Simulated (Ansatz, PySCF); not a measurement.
Stretching the Se1–H2 bond in hydrogen selenide (SMILES [SeH2]) (multiplicity 1 held, fragments rigid). Energies count from the point at 1.470 Å.
Geometry at that point (charge 0, multiplicity 1):
```xyz
3

Se     0.0001     0.0571     0.0025
H     -1.0525    -0.9689    -0.0382
H      1.0502    -0.9711    -0.0464
```

R- and RO- levels are restricted; in cc, def2 and unpolarised 6-31G sets they are followed outwards from rest. U- levels take the lowest unrestricted solution at each point, which mixes spins at long bonds. Active spaces are followed from a long bond inwards. Levels need not reach the same state.

Cores are frozen in the correlated methods. Filled d and f shells under p-block atoms count as core. Rows in 3-21G carry no dispersion term and start afresh at each structure; the Pople sets are all-electron and without relativity.

Run with Ansatz (Gaussian orbitals); PySCF for 3-21G rows. Each number belongs to the level named beside it.

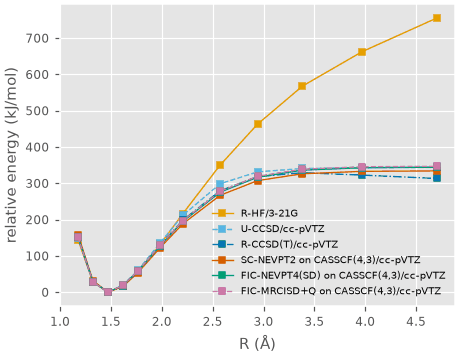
Fig. 1. Relative energy along the coordinate

Q: Read off the R-HF/3-21G curve at R = 2.573.

A: about 350 kJ/mol

Doubts at one or more of the structures used: a restricted determinant that unrestricted orbitals would lower (R-HF/3-21G, R-CCSD(T)/cc-pVTZ); a spin-contaminated determinant (U-CCSD/cc-pVTZ); T1 above 0.05 (U-CCSD/cc-pVTZ, R-CCSD(T)/cc-pVTZ); other coupled-cluster roots lie near (R-CCSD(T)/cc-pVTZ); active orbitals that take no part (SC-NEVPT2 on CASSCF(4,3)/cc-pVTZ, FIC-NEVPT4(SD) on CASSCF(4,3)/cc-pVTZ, FIC-MRCISD+Q on CASSCF(4,3)/cc-pVTZ).

Ansatz is an electronic-structure program.
